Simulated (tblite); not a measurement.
**Geometry relaxation, with input and output: C4H8NO2Si (part 3 of 3)**

Continued. System: C4H8NO2Si, multiplicity 2. Method: GFN2-xTB geometry optimisation, gas phase (tblite 0.8.0). It belongs to a series of runs on one base structure; here: H removed from Si.

Geometry of the input (Å):
```
O  -2.7468  0.0070  1.4014
C  -2.2860  0.9802  0.7535
O  -1.4252  0.8442  -0.3105
C  -1.0828  -0.4758  -0.7266
C  -0.4072  -1.2231  0.3569
N  0.8567  -1.2713  0.5301
C  1.6871  -0.5543  -0.3669
Si 2.0439  1.2049  0.2258
H  -2.5392  1.9915  1.0653
H  -0.5618  -0.3539  -1.6554
H  -2.0774  -0.9908  -0.9113
H  -1.0236  -1.7869  1.0609
H  2.6971  -1.0458  -0.2555
H  1.4557  -0.6153  -1.4250
H  2.2168  2.1313  -0.8998
H  3.1851  1.1671  1.1456
```

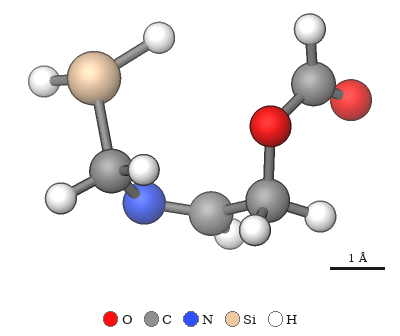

**Figure 1.** The geometry at step 168 of the log (ball-and-stick view, seen on its broad side).

Trajectory as extended XYZ, continued:
```
16
Properties=species:S:1:pos:R:3:forces:R:3 step=142 energy=-689.38947
O    -2.7227    0.6615    1.3202    0.0090   0.0040   0.0080
C    -2.0523    1.1742    0.4745    0.0140  -0.0010  -0.0140
O    -1.2902    0.5726   -0.4178    0.0090  -0.0170  -0.0130
C    -1.2248   -0.8656   -0.3767   -0.0120  -0.0130   0.0230
C     0.0039   -1.3529    0.3629   -0.0030  -0.0320   0.0230
N     1.2134   -1.1013    0.0888   -0.0100  -0.0090   0.0030
C     1.6089   -0.1947   -0.9187    0.0130  -0.0400  -0.0090
Si    2.1350    1.2197    0.2528   -0.0160   0.0280  -0.0580
H    -1.9821    2.2637    0.3062   -0.0030  -0.0030   0.0170
H    -1.1964   -1.1902   -1.4222    0.0110   0.0230  -0.0170
H    -2.1270   -1.2489    0.1058   -0.0010   0.0140   0.0040
H    -0.1733   -1.9844    1.2235   -0.0110  -0.0020  -0.0010
H     2.4905   -0.5982   -1.4186   -0.0240   0.0260  -0.0030
H     0.8432    0.0634   -1.6568    0.0400   0.0210   0.0120
H     3.3922    0.9241    0.9208   -0.0050  -0.0110   0.0220
H     1.0740    1.6659    1.1439   -0.0120   0.0140   0.0060
16
Properties=species:S:1:pos:R:3:forces:R:3 step=148 energy=-689.39166
O    -2.6642    0.6144    1.3642   -0.0080  -0.0010   0.0260
C    -2.0402    1.1507    0.4979    0.0250  -0.0040   0.0090
O    -1.3156    0.5712   -0.4390    0.0070  -0.0060  -0.0030
C    -1.2299   -0.8668   -0.4074    0.0120   0.0220  -0.0060
C    -0.0185   -1.3364    0.3700    0.0070  -0.0030  -0.0120
N     1.1945   -1.0863    0.1104    0.0120  -0.0070  -0.0160
C     1.6065   -0.1993   -0.9089   -0.0110   0.0070  -0.0130
Si    2.1597    1.2228    0.2400    0.0070   0.0050  -0.0160
H    -1.9865    2.2438    0.3529   -0.0070   0.0090  -0.0150
H    -1.1535   -1.1760   -1.4552   -0.0240   0.0110   0.0040
H    -2.1421   -1.2662    0.0412   -0.0040  -0.0080  -0.0100
H    -0.2123   -1.9444    1.2432   -0.0010  -0.0140   0.0100
H     2.4741   -0.6231   -1.4142    0.0100  -0.0030   0.0210
H     0.8473    0.0770   -1.6475    0.0080  -0.0180   0.0160
H     3.3820    0.8898    0.9561   -0.0270   0.0010   0.0060
H     1.0912    1.7375    1.0850   -0.0070   0.0080   0.0010
16
Properties=species:S:1:pos:R:3:forces:R:3 step=155 energy=-689.39318
O    -2.6414    0.6114    1.3827    0.0400   0.0190  -0.0010
C    -2.0246    1.1504    0.5123   -0.0630  -0.0270  -0.0120
O    -1.3067    0.5741   -0.4320   -0.0030   0.0020  -0.0030
C    -1.2275   -0.8642   -0.4131   -0.0180   0.0050   0.0140
C    -0.0208   -1.3458    0.3640    0.0210   0.0080   0.0020
N     1.1930   -1.0964    0.1089    0.0060   0.0090  -0.0140
C     1.6058   -0.2061   -0.9069    0.0180   0.0190  -0.0070
Si    2.1534    1.2299    0.2302   -0.0150  -0.0130   0.0270
H    -1.9883    2.2432    0.3576    0.0270   0.0050   0.0150
H    -1.1545   -1.1637   -1.4633    0.0110   0.0100  -0.0160
H    -2.1442   -1.2651    0.0250    0.0010   0.0040   0.0210
H    -0.2165   -1.9533    1.2373   -0.0150  -0.0200  -0.0080
H     2.4788   -0.6249   -1.4080   -0.0030  -0.0080   0.0200
H     0.8482    0.0648   -1.6486    0.0060  -0.0090   0.0030
H     3.3510    0.8797    0.9799   -0.0150   0.0100  -0.0070
H     1.0868    1.7750    1.0626    0.0020  -0.0130  -0.0360
16
Properties=species:S:1:pos:R:3:forces:R:3 step=161 energy=-689.39517
O    -2.5978    0.6000    1.4149   -0.0170   0.0060   0.0110
C    -2.0068    1.1452    0.5314    0.0520   0.0140   0.0070
O    -1.3064    0.5758   -0.4300   -0.0260   0.0280  -0.0020
C    -1.2292   -0.8618   -0.4245    0.0070   0.0020   0.0010
C    -0.0279   -1.3538    0.3566   -0.0090   0.0090  -0.0140
N     1.1880   -1.1052    0.1118   -0.0140  -0.0100   0.0050
C     1.6090   -0.2163   -0.9025    0.0210  -0.0100   0.0220
Si    2.1471    1.2318    0.2222   -0.0130   0.0170  -0.0180
H    -1.9649    2.2395    0.3859   -0.0150  -0.0060   0.0130
H    -1.1491   -1.1395   -1.4807   -0.0030  -0.0480   0.0180
H    -2.1473   -1.2673    0.0075    0.0040   0.0070  -0.0160
H    -0.2356   -1.9691    1.2224    0.0120   0.0040  -0.0140
H     2.4876   -0.6389   -1.3897    0.0080  -0.0160  -0.0110
H     0.8561    0.0432   -1.6530    0.0250   0.0220   0.0010
H     3.3043    0.8865    1.0319    0.0020  -0.0110  -0.0040
H     1.0652    1.8389    0.9843   -0.0350  -0.0080  -0.0010
16
Properties=species:S:1:pos:R:3:forces:R:3 step=168 energy=-689.39844
O    -2.5231    0.5995    1.4662    0.0160   0.0050  -0.0220
C    -1.9692    1.1488    0.5610    0.0140  -0.0010   0.0120
O    -1.3088    0.5847   -0.4323   -0.0170  -0.0060   0.0130
C    -1.2326   -0.8532   -0.4315    0.0130  -0.0100  -0.0060
C    -0.0313   -1.3566    0.3426   -0.0040   0.0020   0.0080
N     1.1867   -1.1187    0.1015    0.0010  -0.0060   0.0080
C     1.6306   -0.2334   -0.9053   -0.0110  -0.0080   0.0040
Si    2.1178    1.2390    0.2103    0.0060   0.0030   0.0030
H    -1.9398    2.2437    0.4190    0.0010   0.0040   0.0010
H    -1.1561   -1.1347   -1.4867   -0.0080   0.0000   0.0010
H    -2.1504   -1.2568    0.0024    0.0020   0.0000  -0.0090
H    -0.2406   -1.9791    1.2029   -0.0030   0.0090  -0.0070
H     2.5196   -0.6603   -1.3697    0.0070   0.0060   0.0010
H     0.8968    0.0236   -1.6752   -0.0090  -0.0030  -0.0130
H     3.2082    0.8936    1.1085   -0.0020   0.0050  -0.0050
H     0.9847    1.8690    0.8749   -0.0060   0.0020   0.0110
16
Properties=species:S:1:pos:R:3:forces:R:3 step=174 energy=-689.39872
O    -2.4914    0.5843    1.4849    0.0070  -0.0040   0.0100
C    -1.9577    1.1421    0.5730   -0.0030   0.0030  -0.0010
O    -1.3180    0.5860   -0.4376    0.0070   0.0020  -0.0080
C    -1.2322   -0.8518   -0.4429   -0.0010   0.0030   0.0000
C    -0.0370   -1.3480    0.3440   -0.0030  -0.0060  -0.0030
N     1.1826   -1.1131    0.1068   -0.0030   0.0010   0.0030
C     1.6303   -0.2372   -0.9064   -0.0010   0.0000  -0.0020
Si    2.1154    1.2380    0.2071   -0.0070   0.0020  -0.0030
H    -1.9362    2.2383    0.4386    0.0060  -0.0010  -0.0050
H    -1.1440   -1.1268   -1.4984    0.0020   0.0000  -0.0040
H    -2.1520   -1.2634   -0.0219   -0.0080  -0.0030   0.0040
H    -0.2520   -1.9583    1.2112   -0.0030   0.0000  -0.0010
H     2.5206   -0.6673   -1.3654    0.0040   0.0010   0.0040
H     0.8994    0.0161   -1.6810    0.0000  -0.0020   0.0020
H     3.1863    0.8873    1.1256    0.0080   0.0020  -0.0040
H     0.9784    1.8829    0.8510   -0.0060   0.0020   0.0090
16
Properties=species:S:1:pos:R:3:forces:R:3 step=181 energy=-689.39993
O    -2.4127    0.5643    1.5146    0.0330   0.0320  -0.0020
C    -1.9204    1.1325    0.5857   -0.0530  -0.0090  -0.0080
O    -1.3264    0.5862   -0.4571    0.0170  -0.0360   0.0000
C    -1.2406   -0.8507   -0.4653    0.0010  -0.0320  -0.0090
C    -0.0606   -1.3486    0.3433    0.0070   0.0070   0.0040
N     1.1628   -1.1145    0.1281    0.0180   0.0060  -0.0090
C     1.6269   -0.2477   -0.8861   -0.0010  -0.0020  -0.0060
Si    2.0835    1.2598    0.1966   -0.0040  -0.0060   0.0000
H    -1.9105    2.2276    0.4523   -0.0040   0.0430   0.0310
H    -1.1314   -1.1203   -1.5198   -0.0080  -0.0100  -0.0090
H    -2.1683   -1.2650   -0.0622    0.0130   0.0080  -0.0120
H    -0.2910   -1.9522    1.2106   -0.0110  -0.0110   0.0070
H     2.5333   -0.6748   -1.3170   -0.0140  -0.0050   0.0060
H     0.9109   -0.0193   -1.6821    0.0070   0.0080  -0.0060
H     3.1955    0.9585    1.0844   -0.0080   0.0090   0.0030
H     0.9415    1.8732    0.8626    0.0080  -0.0020   0.0100
16
Properties=species:S:1:pos:R:3:forces:R:3 step=187 energy=-689.40064
O    -2.3912    0.5759    1.5215    0.0060   0.0050   0.0020
C    -1.9131    1.1372    0.5814    0.0070   0.0030  -0.0060
O    -1.3271    0.5831   -0.4629   -0.0080  -0.0010  -0.0020
C    -1.2410   -0.8546   -0.4676   -0.0020   0.0000   0.0020
C    -0.0628   -1.3501    0.3450    0.0010  -0.0010  -0.0030
N     1.1608   -1.1152    0.1305    0.0000   0.0000   0.0020
C     1.6249   -0.2503   -0.8849    0.0010   0.0020   0.0030
Si    2.0626    1.2643    0.1961    0.0050   0.0010   0.0060
H    -1.9045    2.2334    0.4451   -0.0010  -0.0050  -0.0010
H    -1.1306   -1.1258   -1.5219   -0.0030  -0.0060   0.0010
H    -2.1695   -1.2675   -0.0665    0.0010  -0.0010  -0.0010
H    -0.2957   -1.9523    1.2131    0.0000  -0.0010  -0.0030
H     2.5379   -0.6733   -1.3049   -0.0010   0.0020  -0.0010
H     0.9153   -0.0313   -1.6892   -0.0050   0.0040   0.0020
H     3.2037    0.9933    1.0569   -0.0090   0.0030   0.0000
H     0.9226    1.8421    0.8968    0.0090  -0.0030   0.0000
```

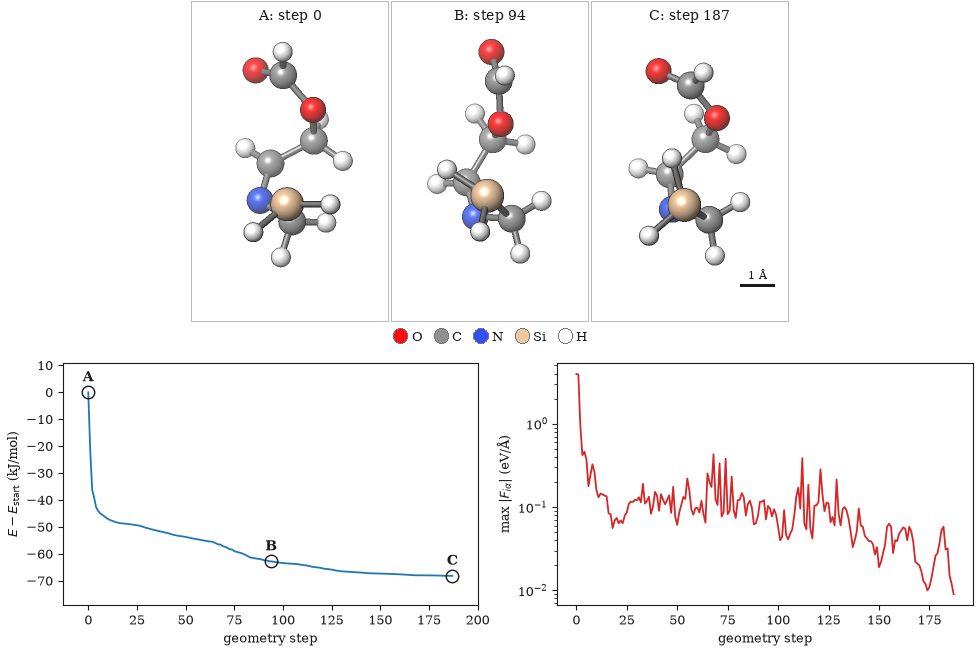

**Figure 2.** Frames of the relaxation (ball-and-stick view, seen at an oblique angle) above the curves, on which the letters mark them (steps are counted from 0).

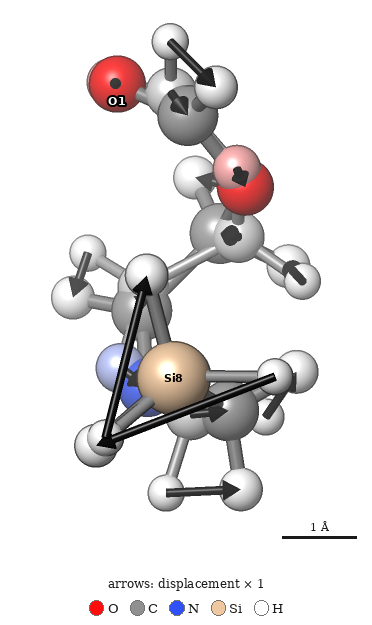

**Figure 3.** Start (faint) and end (solid) with the displacements as black arrows, at true length (ball-and-stick view, seen at an oblique angle). The two geometries are laid on each other by the best rigid fit. The atom that moves furthest after the best rigid fit is H15 (2.63 Å). Largest moves by element: H 2.63 Å, O 0.69 Å, C 0.54 Å, N 0.48 Å, Si 0.09 Å. Among the contacts that change: O1–C2 1.257 → 1.195 Å, C2–O3 1.375 → 1.319 Å, C4–H11 1.135 → 1.092 Å, C7–H13 1.129 → 1.090 Å. Among the angles that change: N6–C7–Si8 112.5° → 98.9°, O3–C2–H9 117.3° → 108.4°, Si8–C7–H13 101.9° → 109.5°. The energy falls by 68.2 kJ/mol in 187 geometry steps. The largest force component goes from 4 to 0.009 eV/Å. (Atoms are counted from 1 in the order of the input.)

Key numbers:

```json
{"quantity": "outcome", "value": "converged"}
{"quantity": "total energy", "value": "−689.4006 eV"}
{"quantity": "hardware", "value": "1 CPU thread, shared host"}
{"quantity": "wall time", "value": "1.1 s"}
{"quantity": "peak memory", "value": "0.18 GiB"}
```
